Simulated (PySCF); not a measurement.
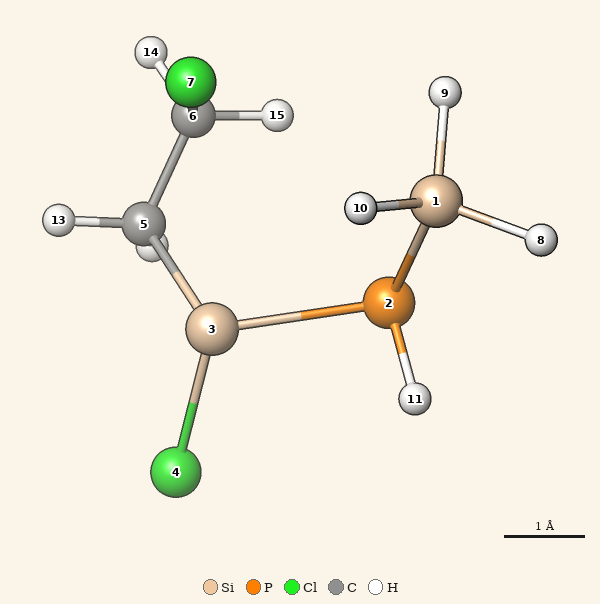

The structure (ball-and-stick view, seen at a tilt; atoms are numbered from 1 in the order of the input).

**Run report: C2H8Cl2PSi2, EPR calculation**

The run: EPR calculation of C2H8Cl2PSi2, multiplicity 2, SMILES [SiH3]P[Si](Cl)CCCl. Method and program: UKS B3LYP, pcH-1 on C Cl H P Si, non-relativistic, mean-field spin-orbit, GIAO (PySCF 2.14.0).

It belongs to a series of runs on one base structure; here: H removed from Si.

**What the program printed**
```
UKS, coarse grid
  cycle   1  E = -1921.78998509  |g| = 3.50e-01
  cycle   2  E = -1921.77858599  |g| = 3.45e-01
  cycle   3  E = -1921.83529991  |g| = 6.74e-02
  cycle   4  E = -1921.83725354  |g| = 1.69e-02
  cycle   5  E = -1921.83740612  |g| = 5.82e-03
  cycle   6  E = -1921.83742373  |g| = 2.12e-03
  cycle   7  E = -1921.83742820  |g| = 6.38e-04
UKS, final grid
  cycle   1  E = -1921.83740601  |g| = 7.72e-04
  cycle   2  E = -1921.83740567  |g| = 1.11e-03
  cycle   3  E = -1921.83740637  |g| = 5.96e-05
  cycle   4  E = -1921.83740637  |g| = 2.77e-05
E = -1921.83740637 Eh   <S^2> = 0.7526 (exact 0.7500)
g shifts (ppm)      1          2          3
  rmc          -179       -179       -179
  gc             22         57         54
  oz_so         335       4883       7017
  total         178       4760       6892
hyperfine (MHz)  atom isotope    a_iso     a_fc   dipolar eigenvalues
    0  29Si     -14.55     -14.58     -2.08      0.68      1.41
    1   31P     -21.88     -21.48    -73.85    -66.36    140.21
    2  29Si    -666.85    -667.43   -138.57     67.54     71.03
    3  35Cl      19.24      18.87    -17.43    -16.60     34.03
    4   13C      33.04      32.98     -6.21     -5.52     11.73
    5   13C      -2.94      -2.96     -0.79     -0.48      1.28
    6  35Cl       1.90       1.87     -3.20     -3.06      6.26
    7    1H      -0.81      -0.80     -1.17     -0.59      1.76
    8    1H      -1.24      -1.24     -1.23     -0.58      1.81
    9    1H       5.85       5.85     -1.95     -1.19      3.15
   10    1H       2.47       2.43     -4.53      0.27      4.25
   11    1H      21.69      21.69     -4.09     -0.14      4.23
   12    1H       2.44       2.44     -4.59     -2.35      6.95
   13    1H      10.22      10.22     -1.26     -0.74      2.00
   14    1H       0.20       0.19     -1.67     -0.90      2.57
```

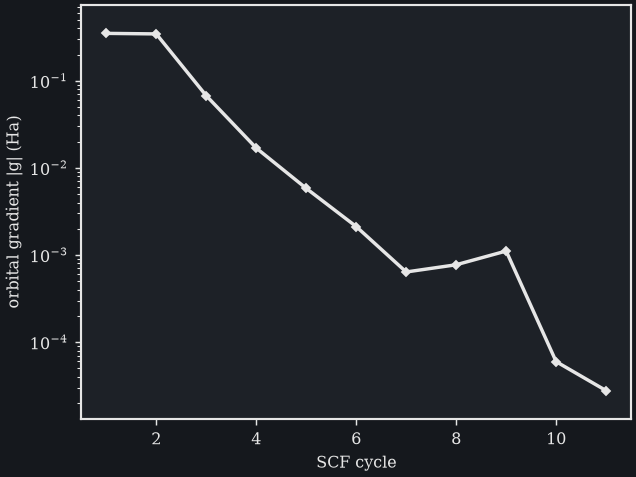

Convergence of the self-consistent field: orbital gradient |g| against the SCF cycle. All cycles printed in the log are drawn one after another.

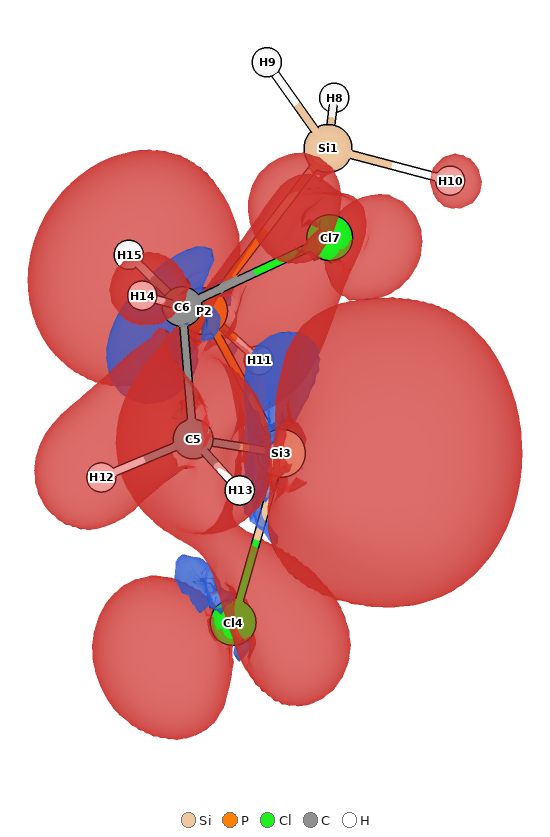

Isosurfaces of the spin density (α minus β) at +0.003 (red) and −0.003 e/Å³ (blue), seen at an oblique angle. The unpaired spin (1 electron) lies mostly on Si3 (about 0.6), P2 (about 0.2) and Cl4 (about 0.1), in electrons by Hirshfeld's partition.

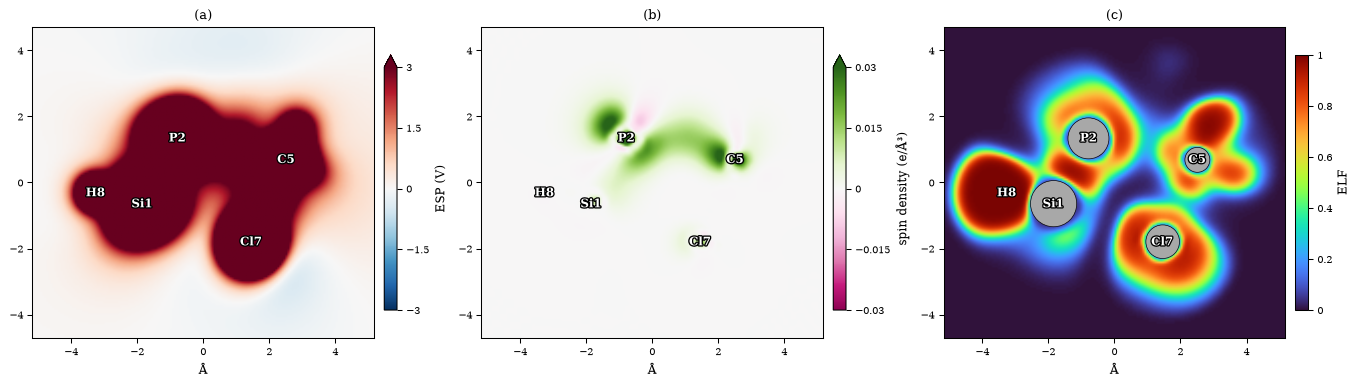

(a) electrostatic potential; (b) spin density (α minus β); (c) electron localisation function on the plane of atoms P2, Si1 and H8. Grey discs, where drawn, cover atomic cores. Atoms in the plane: Si, P, C, Cl and H. Si–P (2.24 Å): the ELF peaks at about 0.95 between the atoms, which marks a covalent bond. The unpaired spin (1 electron) lies mostly on Si3 (about 0.6), P2 (about 0.2) and Cl4 (about 0.1), in electrons by Hirshfeld's partition.

The run was set up as follows.

**Input file**
```
{"job": {"kind": "epr", "basis": "pcH-1"}, "charge": 0, "multiplicity": 2}
Si     2.235980     0.739488     1.022444
P      1.518485    -0.235436    -0.864275
Si    -0.213158    -1.547349    -0.276522
Cl    -0.315545    -3.103968    -1.614924
C     -1.822141    -0.530624    -0.604114
C     -1.674102     0.876687    -0.075759
Cl    -1.206715     0.832462     1.643943
H      3.692815     0.807236     0.896619
H      1.671437     2.086598     1.020002
H      1.860279    -0.010409     2.217698
H      2.433531    -1.269840    -0.844454
H     -2.027801    -0.481435    -1.675939
H     -2.677247    -1.013683    -0.131123
H     -2.601962     1.446436    -0.137492
H     -0.878269     1.411826    -0.598016
```

The first line tells a small driver script what to run in PySCF; the rest is the geometry in Å.

Command:
```bash
OMP_NUM_THREADS=1 python <driver script> task.json out
```

**Results in brief**

| quantity | value |
| --- | --- |
| outcome | converged |
| total energy | −1921.837406 hartree |
| ⟨S²⟩ | 0.753 |
| isotropic g | 2.0063 |
| hardware | 1 CPU thread, shared host |
| wall time | 2.4 min |
| peak memory | 1.2 GiB |
